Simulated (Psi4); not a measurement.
# TaCl5 (tantalum pentachloride) at SVWN5/def2-TZVP (density fitting, core potential)

What is the vertical ionisation energy of TaCl5 (tantalum pentachloride) at SVWN5/def2-TZVP (density fitting, core potential)? 

The results are computed with Psi4 1.11.

5 further runs of the same task are left out: 5 that didn't finish.

### 1 The system as given

TaCl5: 6 atoms, total charge 0, spin state singlet. As SMILES, `Cl[Ta](Cl)(Cl)(Cl)Cl`. Geometry: relaxed at PBE0-D4/def2-TZVP.

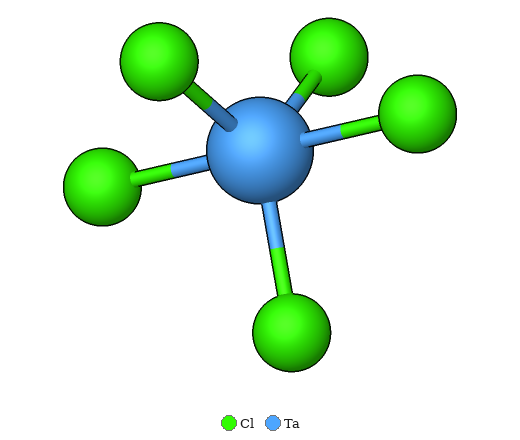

Viewed from a chosen angle; chlorine green, tantalum blue.

### 2 A single-point energy at SVWN5/def2-TZVP (density fitting, core potential)

Contents of job.inp:

```
memory 2200 MB

molecule {
  0 1
  Cl
  Ta 1 r2
  Cl 2 r3 1 a3
  Cl 2 r4 1 a4 3 d4
  Cl 2 r5 1 a5 3 d5
  Cl 2 r6 5 a6 3 d6

  r2 = 2.273832
  r3 = 2.320094
  a3 = 89.99851
  r4 = 2.32009
  a4 = 89.99966
  d4 = 179.99404
  r5 = 2.273793
  a5 = 119.99093
  d5 = -90.00138
  r6 = 2.273826
  a6 = 119.99948
  d6 = -89.99877
  units angstrom
  symmetry c1
}

set basis def2-TZVP
set reference rks
set puream true
set e_convergence 1e-09
set d_convergence 1e-08
set scf_type df
set dft_radial_points 99
set dft_spherical_points 590

E, wfn = energy('scf', dft_functional={"name": "SVWN5", "x_functionals": {"LDA_X": {}}, "c_functionals": {"LDA_C_VWN": {}}}, return_wfn=True)
oeprop(wfn, 'MULLIKEN_CHARGES', 'QUADRUPOLE', 'LOWDIN_CHARGES', title='SCF')
print_variables()
```

Launch:

```bash
$ psi4 -i job.inp -o job.out -n 1
```

job.out:

```text
[...]
    !!!  WARNING: ECP capability is in beta. Please check occupations closely.  !!!
[...]
  Running in c1 symmetry.
[...]
  Nuclear repulsion =  687.025846906517700
[...]
  Multiplicity = 1
[...]
  Nalpha       = 49
  Nbeta        = 49
[...]
    Number of basis functions: 225
[...]
   @DF-RKS iter   1: -2350.74344447348176    3.02516e-02   3.48485e-03 ADIIS/DIIS
[...]
   @DF-RKS iter  14: -2350.92806933749489   -9.09495e-13   5.09833e-09 DIIS
[...]
    Orbital Energies [Eh]
    ---------------------
    Doubly Occupied:
       1A   -100.331890     2A   -100.331877     3A   -100.331874
       4A   -100.311382     5A   -100.311378     6A     -9.169865
       7A     -9.169853     8A     -9.169840     9A     -9.149540
      10A     -9.149516    11A     -7.024126    12A     -7.024111
      13A     -7.024108    14A     -7.021589    15A     -7.021577
      16A     -7.021574    17A     -7.020176    18A     -7.020164
      19A     -7.020161    20A     -7.002672    21A     -7.002668
      22A     -7.001091    23A     -7.001090    24A     -7.001088
      25A     -7.001087    26A     -2.697912    27A     -1.487771
      28A     -1.487769    29A     -1.484576    30A     -0.786576
      31A     -0.769541    32A     -0.769529    33A     -0.758482
      34A     -0.746509    35A     -0.413646    36A     -0.396561
[...]
  @DF-RKS Final Energy: -2350.92806933749489
   => Energetics <=
    Nuclear Repulsion Energy =            687.0258469065176996
    One-Electron Energy =               -4642.8413846636030939
    Two-Electron Energy =                1745.3520682831228896
    DFT Exchange-Correlation Energy =    -140.4645998635321575
    Empirical Dispersion Energy =           0.0000000000000000
    VV10 Nonlocal Energy =                  0.0000000000000000
    Total Energy =                      -2350.9280693374948896
[...]
 Multipole Moments:
 ------------------------------------------------------------------------------------
     Multipole            Electronic (a.u.)      Nuclear  (a.u.)        Total (a.u.)
 ------------------------------------------------------------------------------------
 L = 1.  Multiply by 2.5417464519 to convert [e a0] to [Debye]
 Dipole X            :          0.0012418           -0.0013973           -0.0001555
 Dipole Y            :          0.0009655           -0.0009318            0.0000337
 Dipole Z            :          0.0011798           -0.0010966            0.0000832
 Magnitude           :                                                    0.0001796
 L = 2.  Multiply by 1.3450342976 to convert [e a0^2] to [Debye ang]
 Quadrupole XX       :       -534.2567922          470.8079484          -63.4488438
 Quadrupole XY       :         -0.0152902            0.0151316           -0.0001586
[...]
  Mulliken Charges: (a.u.)
   Center  Symbol    Alpha    Beta     Spin     Total
       1    CL     8.56674  8.56674  0.00000 -0.13348
       2    TA     6.12685  6.12685  0.00000  0.74629
       3    CL     8.58647  8.58647  0.00000 -0.17295
       4    CL     8.58647  8.58647  0.00000 -0.17294
       5    CL     8.56672  8.56672  0.00000 -0.13344
       6    CL     8.56674  8.56674  0.00000 -0.13348
   Total alpha = 49.00000, Total beta = 49.00000, Total charge =  0.00000
  Lowdin Charges: (a.u.)
   Center  Symbol    Alpha    Beta     Spin     Total
[...]
```

It took 15 s on 1 thread of Intel Xeon 6975P-C (Granite Rapids), shared host; peak memory 0.93 GiB.

### 3 The doublet cation: energy and forces at USVWN5/def2-TZVP (density fitting, core potential)

Contents of cl5ta.py:

```python
import psi4

psi4.set_memory(2200000000)
psi4.set_num_threads(1)
psi4.core.set_output_file('psi4.out', False)

m = psi4.geometry("""
1 2
Cl
Ta 1 2.273832
Cl 2 2.320094 1 89.99851
Cl 2 2.32009 1 89.99966 3 179.99404
Cl 2 2.273793 1 119.99093 3 -90.00138
Cl 2 2.273826 5 119.99948 3 -89.99877
symmetry c1
""")

psi4.set_options({
    'basis': 'def2-TZVP',
    'reference': 'uks',
    'puream': True,
    'e_convergence': 1e-09,
    'd_convergence': 1e-06,
    'scf_type': 'df',
    'dft_radial_points': 99,
    'dft_spherical_points': 590,
    'maxiter': 150,
    'level_shift': 0.3,
    'level_shift_cutoff': 1e-09,
})

e_tot = psi4.gradient('scf', dft_functional={"name": "SVWN5", "x_functionals": {"LDA_X": {}}, "c_functionals": {"LDA_C_VWN": {}}})
print('gradient / Eh bohr^-1')
print(e_tot.np.round(6))
```

Launch:

```bash
$ python cl5ta.py
```

psi4.out, shortened:

```text
[...]
    !!!  WARNING: ECP capability is in beta. Please check occupations closely.  !!!
[...]
  Running in c1 symmetry.
[...]
  Nuclear repulsion =  687.025846906517700
[...]
  Multiplicity = 2
[...]
  Nalpha       = 49
  Nbeta        = 48
[...]
    Number of basis functions: 225
[...]
   @DF-UKS iter   1: -2350.40119371466062    3.72502e-01   3.05718e-03 DIIS/ADIIS/SHIFT
[...]
   @DF-UKS iter  78: -2350.54078848460631    4.57021e-10   4.13464e-07 DIIS/SHIFT
[...]
   @S^2 Observed:                7.517355099E-01
[...]
  @DF-UKS Final Energy: -2350.54078848460631
   => Energetics <=
    Nuclear Repulsion Energy =            687.0258469065176996
    One-Electron Energy =               -4623.6798017331348092
    Two-Electron Energy =                1726.2199746627438799
    DFT Exchange-Correlation Energy =    -140.1068083207330801
    Empirical Dispersion Energy =           0.0000000000000000
    VV10 Nonlocal Energy =                  0.0000000000000000
    Total Energy =                      -2350.5407884846063098
[...]
 Multipole Moments:
 ------------------------------------------------------------------------------------
     Multipole            Electronic (a.u.)      Nuclear  (a.u.)        Total (a.u.)
 ------------------------------------------------------------------------------------
 L = 1.  Multiply by 2.5417464519 to convert [e a0] to [Debye]
 Dipole X            :          0.0021394           -0.0013973            0.0007421
 Dipole Y            :          0.0008454           -0.0009318           -0.0000864
 Dipole Z            :         -0.1429424           -0.0010966           -0.1440390
 Magnitude           :                                                    0.1440410
[...]
  -Total Gradient:
     Atom            X                  Y                   Z
    ------   -----------------  -----------------  -----------------
       1        0.000038402996     0.000000130945    -0.006591021105
       2        0.000043782745    -0.000000563965    -0.005874133630
       3       -0.000014912658    -0.001621919458     0.004266535121
       4       -0.000013872712     0.001623046869     0.004266155803
       5       -0.009437976380    -0.000000475965     0.001978650875
       6        0.009422022461    -0.000000206202     0.001970894579
[...]
```

The script printed:

```text
gradient / Eh bohr^-1
[[ 3.800e-05  0.000e+00 -6.591e-03]
 [ 4.400e-05 -1.000e-06 -5.874e-03]
 [-1.500e-05 -1.622e-03  4.267e-03]
 [-1.400e-05  1.623e-03  4.266e-03]
 [-9.438e-03 -0.000e+00  1.979e-03]
 [ 9.422e-03 -0.000e+00  1.971e-03]]
```

Wall time 2 min (1 thread of Intel Xeon 6975P-C (Granite Rapids), shared host); peak memory 0.93 GiB.

### 4 Outcome

At SVWN5/def2-TZVP (density fitting, core potential):

| quantity | value |
| --- | --- |
| singlet TaCl5: total energy | -2350.92807 Eh |
| singlet TaCl5: dipole moment | 0.00 D |
| singlet TaCl5: HOMO energy | -7.98 eV |
| singlet TaCl5: LUMO energy | -4.57 eV |
| singlet TaCl5: HOMO–LUMO gap | 3.41 eV |
| doublet cation: total energy | -2350.54079 Eh |
| doublet cation: HOMO energy (highest over α and β) | -12.99 eV |
| doublet cation: ⟨S²⟩ | 0.752 |
| doublet cation: largest force on an atom | 0.496 eV/Å |
| vertical ionisation energy (to the doublet cation) | 10.538 eV |

**Reading.** The vertical ionisation energy comes to 10.54 eV (1017 kJ/mol). −ε(HOMO) before ionisation, 7.98 eV, is 2.56 eV below this ionisation energy.
